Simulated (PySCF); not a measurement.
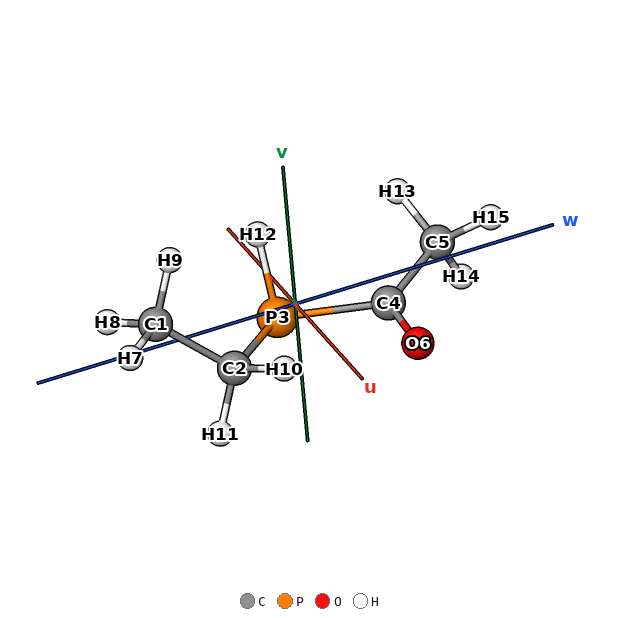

The lines u, v and w are the principal axes of the static dipole polarisability. The computed structure is the end point of a GFN2-xTB optimisation. No frequency run is at hand to confirm it as a minimum. Method: B3LYP/def2-SVPD (PySCF 2.14.0).

Question: Along which axis is the molecule most polarisable, and along which least?

Answer: Most along w (close to the long direction C1···C5), least along v.

Question: Give the three principal values.

Answer: u 77.4, v 64.2, w 99.4 bohr³; mean 80.3, anisotropy 30.9 bohr³.

The geometry is semi-empirical. Around P such bond lengths and angles can be off by a tenth of an ångström or more and by several degrees, and values that hang on the shape move with them.
